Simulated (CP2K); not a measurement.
Consider carbon monoxide at its PBE geometry (Å).

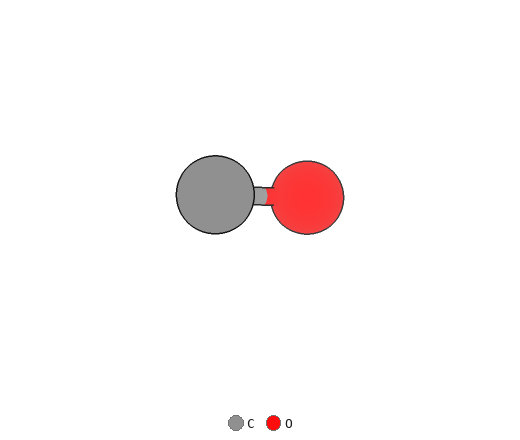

The molecule (carbon grey, oxygen red).

```xyz
2

C     0.5714    0.0000    0.0000
O    -0.5714    0.0000    0.0000
```

Method: CP2K XAS_TDP, all-electron GAPW, PBEh(45%), aug-cc-pVTZ, TDA, no relativity.

Question: Predict the bright core excitations at the C K edge.

Leading lines: C1 281.66 eV. The leading line of an atom is its first one with 35 % of the strongest within 2.5 eV of its lowest line over the strength cut. 

The first six lines of each atom with a strength over 0.0015:

```csv
atom,energy (eV),states,"strength, one atom"
C1 (bonded to O),281.66,2,0.1626
,287.76,1,0.0052
,288.61,2,0.0130
,292.34,1,0.0031
,295.00,2,0.0352
,296.81,2,0.0274
```

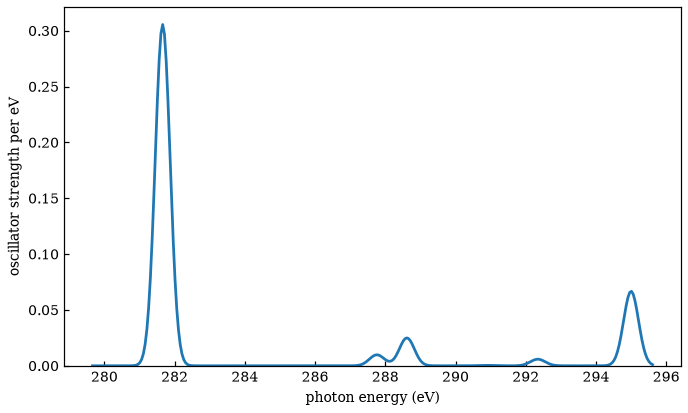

All atoms added, broadened by 0.5 eV.

Lines are vertical, at one geometry, with no vibrational structure. Without a correction of the core level, line positions, and the gaps between valence and Rydberg lines, follow the share of exact exchange. At this level such K lines come out 3 to 6 eV under measured ones. These values hold no scalar relativity, about 0.1 eV for C 1s. Rydberg lines, and the discretised continuum above threshold, depend on the basis and the box.

[Banner, clock and machine lines of the logs are left out without a mark of their own.]

[Logs are printed without paths, hosts, clocks, repeated set-up lines and the standing remarks that a program may print on its own settings, such as how far it seeks lower states.]

[Hosts, paths, dates, database ids (printed as entryN), source tags and the programs' standing remarks are cut or masked in the printed files.]
